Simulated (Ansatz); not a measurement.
**CH4BBr: interaction energy of a dimer with the counterpoise correction**

Computed with Ansatz 0.2.0, driven from Python. Level of theory: r2SCAN+D3(BJ)/def2-SVPD.

**1. Starting point**

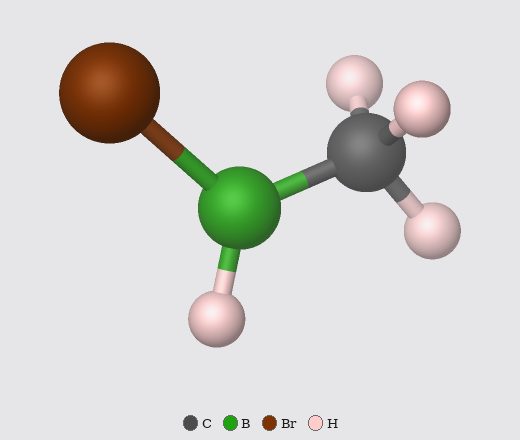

The starting structure, viewed from a chosen angle; carbon dark grey, boron green, bromine brown, hydrogen pink.

No structure file is read: the coordinates are typed or built in the script.

**2. The code**

Contents of ch4bbr_dimer.py:

```python
"""Binding of a CH4BBr dimer at a trial geometry."""

import ansatz as az

FIRST = [
    ("C", (-0.6098, 0.3534, -0.0358)),
    ("B", (0.7318, -0.3562, -0.1359)),
    ("Br", (1.3125, -1.5099, 1.3633)),
    ("H", (-1.3995, -0.3349, 0.0614)),
    ("H", (-0.8211, 0.9806, -0.9907)),
    ("H", (-0.657, 1.096, 0.8262)),
    ("H", (1.4434, -0.2291, -1.0887)),
]
SECOND = [
    ("C", (-1.1136, -0.4547, -4.6349)),
    ("B", (-2.581, -0.4297, -4.2354)),
    ("Br", (-3.0606, -0.7941, -2.3505)),
    ("H", (-0.5599, 0.2624, -4.1)),
    ("H", (-0.9853, -0.2108, -5.7635)),
    ("H", (-0.6314, -1.4766, -4.4932)),
    ("H", (-3.4472, -0.2041, -5.0286)),
]

def energy(atoms, ghosts=()):
    molecule = az.Crystal.molecule()
    for symbol, xyz in atoms:
        molecule = molecule.atom(symbol, xyz)
    calc = (
        molecule.calculation()
        .basis(gaussian="def2-SVPD")
        .functional("r2SCAN", dispersion="d3bj")
    )
    deck = calc.input()
    if ghosts:
        deck = deck.set(az.key.basis.gaussian.ghost_atoms, [{"symbol": s, "position_ang": list(xyz)} for s, xyz in ghosts])
    return az.Session.from_dict(deck).plan().execute().report["free_energy_ev"]


def main() -> None:
    # ghost atoms carry the functions of the partner
    both = energy(FIRST + SECOND)
    alone = energy(FIRST) + energy(SECOND)
    ghosted = energy(FIRST, SECOND) + energy(SECOND, FIRST)
    print(f"dimer {both:.6f} eV")
    print(f"interaction, uncorrected   {96.485332 * (both - alone):8.3f} kJ/mol")
    print(f"interaction, counterpoise  {96.485332 * (both - ghosted):8.3f} kJ/mol")
    print(f"basis-set superposition    {96.485332 * (alone - ghosted):8.3f} kJ/mol")


if __name__ == "__main__":
    main()
```

**3. The calls as engine input**

The package turns the script's settings into the engine's input (first run):

```yaml
crystal:
  periodic: [false, false, false]
  atoms:
    - { symbol: C, position_ang: [-0.6098, 0.3534, -0.0358] }
    - { symbol: B, position_ang: [0.7318, -0.3562, -0.1359] }
    - { symbol: Br, position_ang: [1.3125, -1.5099, 1.3633] }
    - { symbol: H, position_ang: [-1.3995, -0.3349, 0.0614] }
    - { symbol: H, position_ang: [-0.8211, 0.9806, -0.9907] }
    - { symbol: H, position_ang: [-0.657, 1.096, 0.8262] }
    - { symbol: H, position_ang: [1.4434, -0.2291, -1.0887] }
    - { symbol: C, position_ang: [-1.1136, -0.4547, -4.6349] }
    - { symbol: B, position_ang: [-2.581, -0.4297, -4.2354] }
    - { symbol: Br, position_ang: [-3.0606, -0.7941, -2.3505] }
    - { symbol: H, position_ang: [-0.5599, 0.2624, -4.1] }
    - { symbol: H, position_ang: [-0.9853, -0.2108, -5.7635] }
    - { symbol: H, position_ang: [-0.6314, -1.4766, -4.4932] }
    - { symbol: H, position_ang: [-3.4472, -0.2041, -5.0286] }
basis:
  gaussian:
    orbitals: def2-SVPD
hamiltonian:
  xc: r2scan
  dispersion: d3bj
```

**4. Launch**

The run is started by

```
> python ch4bbr_dimer.py
```

**Question.** How long does this script take on 1 thread of Arm Neoverse V2, shared host, and how much memory does it need?

About 68 s, with a peak of 0.46 GiB.
